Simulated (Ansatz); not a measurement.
Consider AlFGaH$_{5}$OSi.

The calculation's input:

```
crystal:
  periodic: [false, false, false]
  atoms:
    - symbol: Al
      position_ang: [-2.657475, 0.358515, 0.135007]
    - symbol: F
      position_ang: [1.480788, 2.077495, 0.193681]
    - symbol: Ga
      position_ang: [-0.488022, -0.007301, 2.063606]
    - symbol: O
      position_ang: [-0.915661, 1.027815, 0.253822]
    - symbol: Si
      position_ang: [0.067892, 2.033016, -0.616381]
    - symbol: H
      position_ang: [-2.333428, -0.476437, 1.582602]
    - symbol: H
      position_ang: [-2.764572, -0.662241, -1.082124]
    - symbol: H
      position_ang: [0.337085, 1.473773, -1.962567]
    - symbol: H
      position_ang: [-3.706844, 1.527929, 0.392129]
    - symbol: H
      position_ang: [-0.477652, 3.411030, -0.646248]
basis:
  gaussian: {orbitals: def2-SVPD}
hamiltonian: {xc: {name: PBE0}}
output: {forces: true, orbitals: {seedname: orbitals}}
```

Command:

```sh
ansatz run input.yaml --threads 2 --pin off --max-ram 4350MiB --events-out events.jsonl --progress --plain --runs-dir runs
```

Geometry: PBE0-D3(BJ)/pcseg-1.

Theory: isolated molecule in a Gaussian basis; Kohn-Sham density functional theory, functional PBE0 (Ansatz).

Question: What will maps of the electron density and electron localisation function show?

Answer: Ga3···H6 (1.96 Å): the density falls to about 0.35 e/Å³ on the way; the ELF climbs to about 1 towards the hydrogen.
Si–F (1.63 Å): the density is about 0.99 e/Å³ at the midpoint; the ELF peaks at about 0.85 in the valence shell of F, 0.5 Å from its nucleus, and is about 0.40 at the midpoint.
Si–O (1.65 Å): ρ at the midpoint is about 1.1 e/Å³; the ELF peaks at about 0.85 between the atoms; a polar covalent bond.
Al–O (1.87 Å): ρ at the midpoint is about 0.55 e/Å³; the ELF peaks at about 0.90 in the valence shell of O, 0.6 Å from its nucleus, and is about 0.45 at the midpoint.

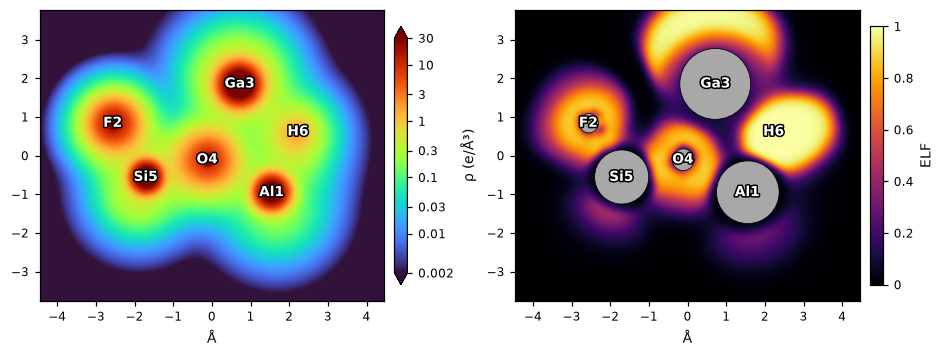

Computed electron density and electron localisation function on the plane of atoms Al1, O4 and Ga3, in this order. Grey discs cover the atomic cores in the ELF map. 
